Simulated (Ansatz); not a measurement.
**Geometry relaxation of AlH₄O₃F**

The run: geometry relaxation of AlH₄O₃F. Method and program: RKS B3LYP-D4/6-31G* (Ansatz 0.2.0).

The input holds or restrains some coordinates. It belongs to a series of runs on one base structure; here: pulled along the bonds that form and break, towards end A. Figures and captions count atoms from 1; the log counts them from 0 in places.

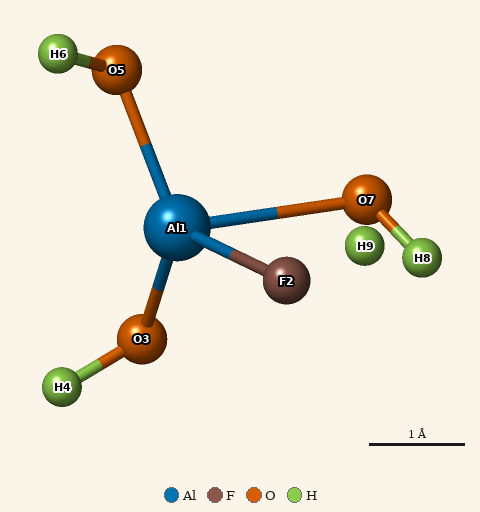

The structure as given in the input (ball-and-stick view, seen at a tilt; atoms are numbered from 1 in the order of the input). Sticks mark near contacts.

**Key numbers**

```tsv
quantity	value
outcome	converged under the restraints of the input
total energy	−15524.9538 eV
mean-field energy	−15524.7391 eV
largest force (length of the vector) at the end, held atoms and coordinates included	1.005 eV/Å
hardware	2 threads of AMD EPYC (Zen 3), 189 GiB of memory available, shared host
wall time	57 s (CPU time 1.7 min)
peak memory	0.18 GiB
```

**The input**
```yaml
crystal:
  periodic: [false, false, false]
  atoms:
    - { symbol: Al, position_ang: [0.0, 0.0, 0.0] }
    - { symbol: F, position_ang: [0.0, 0.0, 2.04] }
    - { symbol: O, position_ang: [1.5415, 0.0, -0.89] }
    - { symbol: H, position_ang: [1.8414, -0.9519, -1.0449] }
    - { symbol: O, position_ang: [-1.5415, 0.0, -0.89] }
    - { symbol: H, position_ang: [-2.0512, -0.8467, -0.6815] }
    - { symbol: O, position_ang: [0.0932, 1.9717, 0.6559] }
    - { symbol: H, position_ang: [0.4919, 2.0, 1.5834] }
    - { symbol: H, position_ang: [0.0564, 1.1931, 1.752] }
basis:
  gaussian: { orbitals: "6-31G*" }
hamiltonian:
  xc: b3lyp
  dispersion: d4
relax:
  f_tol: 0.15
  max_steps: 25
  restrain:
    - { distance: [0, 6], at: 2.98, k: 30.0 }
    - { distance: [8, 1], at: 2.12, k: 30.0 }
    - { distance: [0, 1], at: 1.69, k: 30.0 }
    - { distance: [8, 6], at: 1.01, k: 30.0 }
```

Run as:
```bash
ansatz run input.yaml --threads 2 --pin off --max-ram 3072MiB --backend cpu --events-out ev --progress --plain --runs-dir out
```

**The program's output**
```
The last accepted step is kept in [file] (removed where the run ends without a failure and the disk answers)
Engine: ansatz 0.2.0, x86_64-unknown-linux-gnu
Functional definition: B3LYP
  parameter a0 = 0.2
  parameter ax = 0.72
  parameter ac = 0.81
  exchange = (1 - a0 - ax)*slater_x + ax*b88_x + a0*exact_x
  correlation = (1 - ac)*vwn_rpa_c + ac*lyp_c
850 factors; integrals over basis functions are off by at most 6.3e-4 eV
mean field evaluation 1: about -15507.1182 eV, gradient 8.9e1 eV
mean field evaluation 2: about -15457.9961 eV, gradient 1.8e2 eV
mean field evaluation 4: about -15521.0732 eV, gradient 1.2e1 eV
mean field evaluation 8: about -15521.2935 eV, gradient 2.0e-1 eV
mean field evaluation 16: about -15521.2936 eV, gradient 2.1e-5 eV
mean field -15521.29362550 eV, -570.3970200264 hartree, gradient 2.1e-5 eV, S^2 0.000000; 0 other end points of the search recorded, 0 dependent functions left out
the calculation of the forces begins
reference -15521.29388904 eV, -570.3970297115 hartree; 25, 25 occupied and 62, 62 virtual orbitals, 850 factors
relax step   1: F+E_penalty+E_count = -15521.51138871 eV  Δ(F+E_penalty+E_count) = +0.000e0 eV  max|allowed force component| = 3.636e0 eV/Å  E_restraint = 27.58743943 eV  max|allowed force component, restraints' pulls added| = 2.848e1 eV/Å  Δτ_max = 0.0000 Å  (27 SCF iters, accepted)
  distance Al 0 - O 6 = 2.0800 Å
  distance H 8 - F 1 = 1.2287 Å
  distance Al 0 - F 1 = 2.0400 Å
  distance H 8 - O 6 = 1.3450 Å
these checks for a lower state are left out or cut short: starts, cluster_reference, orbital_swaps, neighbouring_geometries, increment
850 factors; integrals over basis functions are off by at most 6.0e-4 eV
mean field -15521.25169545 eV, -570.3954791254 hartree, gradient 5.3e-6 eV, S^2 0.000000; 0 other end points of the search recorded, 0 dependent functions left out
[... from here on the field's lines of each further geometry are left out, up to the last ...]
relax step   2: F+E_penalty+E_count = -15521.46710538 eV  Δ(F+E_penalty+E_count) = +4.428e-2 eV  max|allowed force component| = 4.125e0 eV/Å  E_restraint = 11.58174158 eV  max|allowed force component, restraints' pulls added| = 1.938e1 eV/Å  Δτ_max = 0.1948 Å  (34 SCF iters, accepted)
relax step   3: F+E_penalty+E_count = -15522.13122979 eV  Δ(F+E_penalty+E_count) = -6.641e-1 eV  max|allowed force component| = 4.532e0 eV/Å  E_restraint = 2.82394913 eV  max|allowed force component, restraints' pulls added| = 7.994e0 eV/Å  Δτ_max = 0.1949 Å  (34 SCF iters, accepted)
relax step   4: F+E_penalty+E_count = -15523.47066110 eV  Δ(F+E_penalty+E_count) = -1.339e0 eV  max|allowed force component| = 3.038e0 eV/Å  E_restraint = 0.16666695 eV  max|allowed force component, restraints' pulls added| = 3.289e0 eV/Å  Δτ_max = 0.1946 Å  (28 SCF iters, accepted)
relax step   5: F+E_penalty+E_count = -15524.35251733 eV  Δ(F+E_penalty+E_count) = -8.819e-1 eV  max|allowed force component| = 2.307e0 eV/Å  E_restraint = 0.07081245 eV  max|allowed force component, restraints' pulls added| = 2.258e0 eV/Å  Δτ_max = 0.1977 Å  (29 SCF iters, accepted)
relax step   6: F+E_penalty+E_count = -15524.57777221 eV  Δ(F+E_penalty+E_count) = -2.253e-1 eV  max|allowed force component| = 1.813e0 eV/Å  E_restraint = 0.03516708 eV  max|allowed force component, restraints' pulls added| = 1.891e0 eV/Å  Δτ_max = 0.1946 Å  (28 SCF iters, accepted)
relax step   7: F+E_penalty+E_count = -15524.80112237 eV  Δ(F+E_penalty+E_count) = -2.234e-1 eV  max|allowed force component| = 1.093e0 eV/Å  E_restraint = 0.01492982 eV  max|allowed force component, restraints' pulls added| = 2.999e-1 eV/Å  Δτ_max = 0.1995 Å  (33 SCF iters, accepted)
relax step   8: F+E_penalty+E_count = -15524.85788369 eV  Δ(F+E_penalty+E_count) = -5.676e-2 eV  max|allowed force component| = 1.014e0 eV/Å  E_restraint = 0.01424391 eV  max|allowed force component, restraints' pulls added| = 3.634e-1 eV/Å  Δτ_max = 0.2000 Å  (27 SCF iters, accepted)
relax step   9: F+E_penalty+E_count = -15524.90576584 eV  Δ(F+E_penalty+E_count) = -4.788e-2 eV  max|allowed force component| = 9.572e-1 eV/Å  E_restraint = 0.01428263 eV  max|allowed force component, restraints' pulls added| = 4.248e-1 eV/Å  Δτ_max = 0.2000 Å  (28 SCF iters, accepted)
relax step  10: F+E_penalty+E_count = -15524.94477639 eV  Δ(F+E_penalty+E_count) = -3.901e-2 eV  max|allowed force component| = 9.460e-1 eV/Å  E_restraint = 0.01359916 eV  max|allowed force component, restraints' pulls added| = 3.065e-1 eV/Å  Δτ_max = 0.1999 Å  (28 SCF iters, accepted)
the calculation of the forces begins
reference -15524.73912925 eV, -570.5236399540 hartree; 25, 25 occupied and 62, 62 virtual orbitals, 850 factors
relax step  11: F+E_penalty+E_count = -15524.95356944 eV  Δ(F+E_penalty+E_count) = -8.793e-3 eV  max|allowed force component| = 9.587e-1 eV/Å  E_restraint = 0.01551402 eV  max|allowed force component, restraints' pulls added| = 4.234e-2 eV/Å  Δτ_max = 0.1082 Å  (26 SCF iters, accepted)
  distance Al 0 - O 6 = 2.9596 Å
  distance H 8 - F 1 = 2.1209 Å
  distance Al 0 - F 1 = 1.6785 Å
  distance H 8 - O 6 = 0.9880 Å
850 factors; integrals over basis functions are off by at most 3.7e-4 eV
mean field evaluation 96: about -15524.7257 eV, gradient 7.6e-1 eV
```

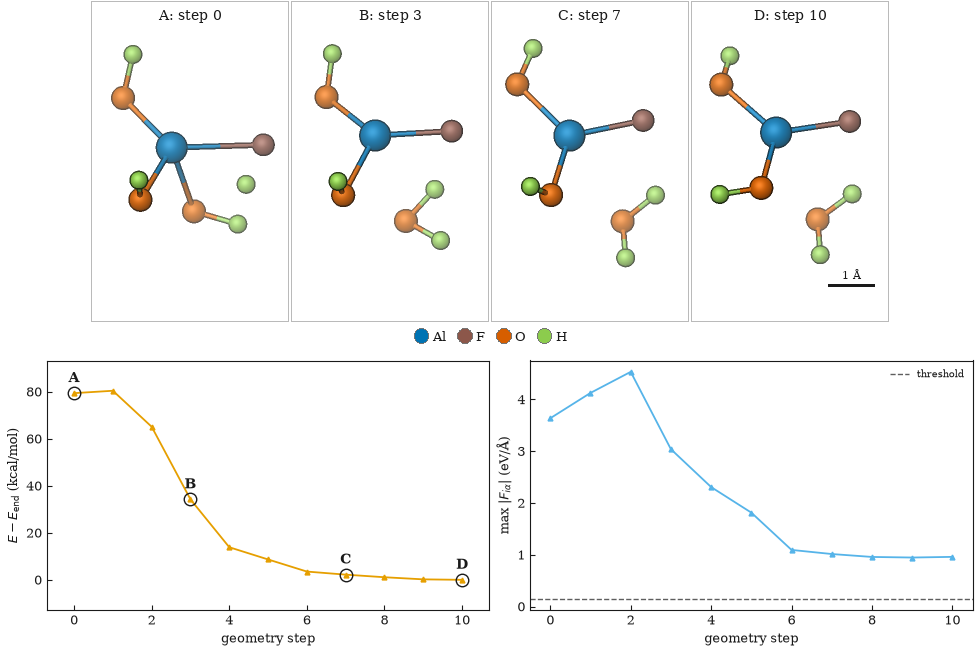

Frames of the restrained relaxation (ball-and-stick view, seen at a tilt) above the curves, on which the letters mark them (the first geometry is step 0 here and step 1 in the log).

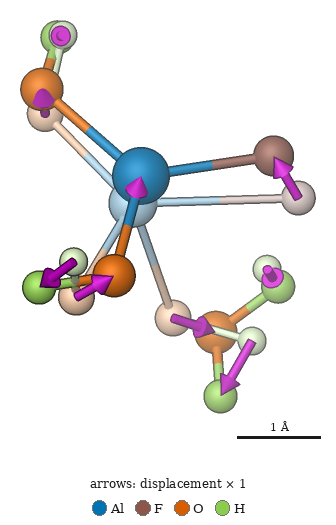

Start (faint) and end (solid) with the displacements as pink arrows, at true length (ball-and-stick view, seen at a tilt). The two geometries are laid on each other by the best rigid fit. H8 moves most after the best rigid fit: 0.79 Å. Largest moves by element: H 0.79 Å, O 0.69 Å, F 0.63 Å, Al 0.44 Å. Among the contacts that change: Al1–O7 2.080 → 2.960 Å, Al1–F2 2.040 → 1.679 Å, O7–H9 1.345 → 0.988 Å, Al1–O3 1.780 → 1.701 Å. New bonds form: O7–H9 (1.34 → 0.99 Å). Bonds break: Al1–O7 (2.08 → 2.96 Å). Among the angles that change: Al1–O5–H6 109.5° → 120.7°, Al1–O3–H4 109.5° → 118.9°, F2–Al1–O3 120.0° → 116.2°. After 10 geometry steps the energy has fallen by 79.4 kcal/mol. The largest force component goes from 3.6 to 0.96 eV/Å. (Atoms are counted from 1 in the order of the input.)

```
mean field -15524.73886945 eV, -570.5236304062 hartree, gradient 8.5e-6 eV, S^2 0.000000; 1 other end points of the search recorded, 0 dependent functions left out
the calculation of the forces begins
reference -15524.73912925 eV, -570.5236399540 hartree; 25, 25 occupied and 62, 62 virtual orbitals, 850 factors
Total energy: -15524.95382925 eV, -570.5315300332 hartree
Atom 0 at    -0.040730    -0.438036     0.077324 Å, force    -0.065213     0.532953     0.555389 eV/Å
Atom 1 at    -0.326346    -0.442877     1.731374 Å, force     0.060524    -0.001447    -0.315787 eV/Å
Atom 2 at     1.591227    -0.416197    -0.403069 Å, force     0.015429    -0.016078    -0.004974 eV/Å
Atom 3 at     1.800709    -0.455251    -1.344388 Å, force     0.005435     0.003441    -0.012150 eV/Å
Atom 4 at    -1.305220    -0.662200    -1.037830 Å, force     0.008437     0.004848    -0.008494 eV/Å
Atom 5 at    -2.226126    -0.596459    -0.757694 Å, force    -0.009278    -0.008303    -0.005484 eV/Å
Atom 6 at     0.038471     2.305801     1.183765 Å, force    -0.102554    -0.958725     0.285065 eV/Å
Atom 7 at     1.003054     2.413287     1.159186 Å, force     0.002667     0.012783    -0.006958 eV/Å
Atom 8 at    -0.103339     1.658133     1.916231 Å, force     0.084554     0.430527    -0.486607 eV/Å
Dipole moment:     0.032915    -0.003674    -0.064898 e Å
```

**Trajectory as extended XYZ (Å, eV, eV/Å), 11 frames, from step=1 to step=11**
```
9
Properties=species:S:1:pos:R:3:forces:R:3 step=1 energy=-15521.51139
Al    0.0000    0.0000    0.0000    0.2546   3.6357   0.0321
F     0.0000    0.0000    2.0400    0.0949  -0.0267  -1.6072
O     1.5415    0.0000   -0.8900   -0.6947  -2.6173   0.9451
H     1.8414   -0.9519   -1.0449   -0.2315   1.6447   0.0011
O    -1.5415    0.0000   -0.8900    0.3763  -2.3563   1.5990
H    -2.0512   -0.8467   -0.6815    0.5337   1.5045  -0.5462
O     0.0932    1.9717    0.6559   -0.0926  -2.0185   1.6718
H     0.4919    2.0000    1.5834    1.9920   3.5379  -1.4125
H     0.0564    1.1931    1.7520   -2.2327  -3.3040  -0.6832
9
Properties=species:S:1:pos:R:3:forces:R:3 step=2 energy=-15521.46710
Al   -0.0041   -0.1577    0.0266    0.1973   3.1106   0.8686
F    -0.0086   -0.1717    1.9486    0.0997  -0.1169  -2.6405
O     1.5241   -0.0302   -0.8681   -0.9575  -1.7119   1.0061
H     1.8479   -0.9445   -1.0515    0.1006   0.7873  -0.1022
O    -1.5283   -0.0271   -0.8667    0.7917  -1.6249   1.2592
H    -2.0576   -0.8402   -0.6891   -0.0237   0.7317  -0.3150
O     0.0807    2.1302    0.7604   -0.9057  -3.4057   1.6246
H     0.5497    2.0776    1.6048    3.8375   4.1254   0.6546
H     0.0279    1.3299    1.6600   -3.1399  -1.8956  -2.3555
9
Properties=species:S:1:pos:R:3:forces:R:3 step=3 energy=-15522.13123
Al   -0.0053   -0.3002    0.0499    0.1877   2.7222   0.5569
F    -0.0031   -0.3402    1.8508    0.0306  -0.1565  -2.3780
O     1.5049   -0.0523   -0.8496   -1.1132  -1.2663   1.0533
H     1.8533   -0.9393   -1.0543    0.3809   0.2787  -0.2323
O    -1.5105   -0.0483   -0.8474    1.0548  -1.2616   1.0806
H    -2.0643   -0.8337   -0.6926   -0.4334   0.2733  -0.2160
O     0.0634    2.2347    0.8495   -0.5116  -2.7650   1.8955
H     0.6289    2.1506    1.6272    4.5323   4.0504   0.3479
H    -0.0356    1.4949    1.5915   -4.1281  -1.8752  -2.1080
9
Properties=species:S:1:pos:R:3:forces:R:3 step=4 energy=-15523.47066
Al   -0.0008   -0.3884    0.0448    0.1412   2.3322  -0.4720
F     0.0208   -0.4742    1.7368   -0.0914  -0.1438  -0.7124
O     1.4854   -0.0906   -0.8249   -0.7096  -0.9579   0.6961
H     1.8694   -0.9485   -1.0603    0.4638   0.1007  -0.2631
O    -1.4848   -0.0869   -0.8290    0.7373  -1.0364   0.7400
H    -2.0856   -0.8343   -0.6912   -0.4881   0.1587  -0.1487
O     0.0492    2.3432    0.9554    1.0570  -1.9643   2.2924
H     0.7689    2.2369    1.6290    1.9280   2.3687  -1.2435
H    -0.1909    1.6091    1.5643   -3.0381  -0.8579  -0.8888
9
Properties=species:S:1:pos:R:3:forces:R:3 step=5 energy=-15524.35252
Al    0.0081   -0.3302   -0.0086    0.0576   1.3263  -0.7540
F     0.0109   -0.4879    1.6456   -0.1284  -0.0368   0.1247
O     1.5095   -0.1542   -0.8383   -0.3738  -0.4545   0.3625
H     1.9032   -1.0057   -1.0727    0.2862   0.0775  -0.1593
O    -1.4777   -0.1749   -0.8760    0.2647  -0.7687   0.4612
H    -2.1219   -0.8719   -0.6620   -0.1048   0.3364  -0.1070
O     0.0235    2.4336    1.1293    2.0919  -2.3070   1.9048
H     0.9400    2.2976    1.5860   -1.5703   0.9958  -1.4118
H    -0.3639    1.6598    1.6217   -0.5231   0.8309  -0.4211
9
Properties=species:S:1:pos:R:3:forces:R:3 step=6 energy=-15524.57777
Al   -0.0191   -0.2987   -0.0722    0.1250   1.0335  -0.0607
F    -0.0900   -0.4266    1.5925   -0.0663  -0.0833  -0.0539
O     1.5075   -0.1694   -0.8448   -0.1742  -0.3301   0.2266
H     1.9230   -1.0117   -1.0774    0.1365   0.1314  -0.1017
O    -1.4771   -0.2999   -0.9744   -0.1875  -0.7580   0.3620
H    -2.1499   -0.9359   -0.6566    0.1804   0.5167  -0.2138
O     0.0581    2.4095    1.1851    1.4444  -1.8128   1.7726
H     1.0004    2.3847    1.5692   -1.4893   0.3964  -1.0742
H    -0.3212    1.7144    1.8035    0.0310   0.9062  -0.8570
9
Properties=species:S:1:pos:R:3:forces:R:3 step=7 energy=-15524.80112
Al   -0.0482   -0.2424   -0.0918   -0.2039   0.3622   0.6156
F    -0.2561   -0.4129    1.5740    0.0796   0.1045  -0.3880
O     1.5249   -0.1275   -0.7352    0.0484  -0.0708   0.0791
H     1.9436   -0.9212   -1.0948   -0.0157   0.1301  -0.0524
O    -1.4396   -0.4774   -1.0575   -0.0868  -0.2214   0.1774
H    -2.2023   -0.8989   -0.6244    0.1792   0.2511  -0.1596
O     0.0793    2.3795    1.2692   -0.0561  -1.0929   0.1466
H     1.0483    2.3843    1.3809   -0.2063   0.0454  -0.0315
H    -0.2184    1.6827    1.9045    0.2616   0.4917  -0.3871
9
Properties=species:S:1:pos:R:3:forces:R:3 step=8 energy=-15524.85788
Al   -0.0806   -0.3005   -0.0544   -0.0712   0.5279   0.5983
F    -0.3658   -0.4214    1.5982    0.1062   0.0241  -0.2784
O     1.5222   -0.1167   -0.6051    0.1464  -0.3634  -0.0991
H     1.9122   -0.8243   -1.1459   -0.1216   0.3375   0.1017
O    -1.3933   -0.5940   -1.1022   -0.1174  -0.0880   0.1161
H    -2.2349   -0.8367   -0.6851    0.1080   0.0822  -0.1395
O     0.0733    2.3358    1.2817    0.0498  -1.0136   0.2542
H     1.0348    2.4852    1.2637   -0.1127   0.0078  -0.0560
H    -0.0361    1.6386    1.9740    0.0126   0.4855  -0.4973
9
Properties=species:S:1:pos:R:3:forces:R:3 step=9 energy=-15524.90577
Al   -0.0570   -0.3425    0.0129   -0.0501   0.5109   0.4676
F    -0.3583   -0.4145    1.6621    0.0837   0.0452  -0.2566
O     1.5605   -0.2187   -0.5101    0.1538  -0.4248  -0.3674
H     1.8274   -0.7286   -1.2997   -0.1447   0.3975   0.3994
O    -1.3318   -0.6263   -1.0818    0.0158  -0.0153   0.0512
H    -2.2191   -0.7723   -0.7293   -0.0250   0.0106  -0.0424
O     0.0698    2.3428    1.2564   -0.1009  -0.9572   0.1993
H     1.0355    2.4586    1.2556   -0.0982  -0.0399   0.0168
H    -0.0951    1.6677    1.9587    0.1656   0.4730  -0.4680
9
Properties=species:S:1:pos:R:3:forces:R:3 step=10 energy=-15524.94478
Al   -0.0612   -0.3945    0.0512   -0.0388   0.4902   0.6873
F    -0.3484   -0.4213    1.7066    0.0377   0.0140  -0.3510
O     1.5756   -0.3407   -0.4117    0.0657  -0.1075  -0.3065
H     1.8006   -0.5339   -1.3359   -0.0392   0.1002   0.2348
O    -1.3174   -0.6577   -1.0643   -0.0345   0.0025  -0.0073
H    -2.2369   -0.7031   -0.7723    0.0428   0.0116  -0.0173
O     0.0647    2.3238    1.2205   -0.1100  -0.9460   0.2636
H     1.0299    2.4259    1.1851   -0.0172  -0.0036  -0.0044
H    -0.0751    1.6677    1.9458    0.0934   0.4386  -0.4991
9
Properties=species:S:1:pos:R:3:forces:R:3 step=11 energy=-15524.95357
Al   -0.0407   -0.4380    0.0773   -0.0652   0.5330   0.5554
F    -0.3263   -0.4429    1.7314    0.0605  -0.0014  -0.3158
O     1.5912   -0.4162   -0.4031    0.0154  -0.0161  -0.0050
H     1.8007   -0.4553   -1.3444    0.0054   0.0034  -0.0121
O    -1.3052   -0.6622   -1.0378    0.0084   0.0048  -0.0085
H    -2.2261   -0.5965   -0.7577   -0.0093  -0.0083  -0.0055
O     0.0385    2.3058    1.1838   -0.1026  -0.9587   0.2851
H     1.0031    2.4133    1.1592    0.0027   0.0128  -0.0070
H    -0.1033    1.6581    1.9162    0.0846   0.4305  -0.4866
```
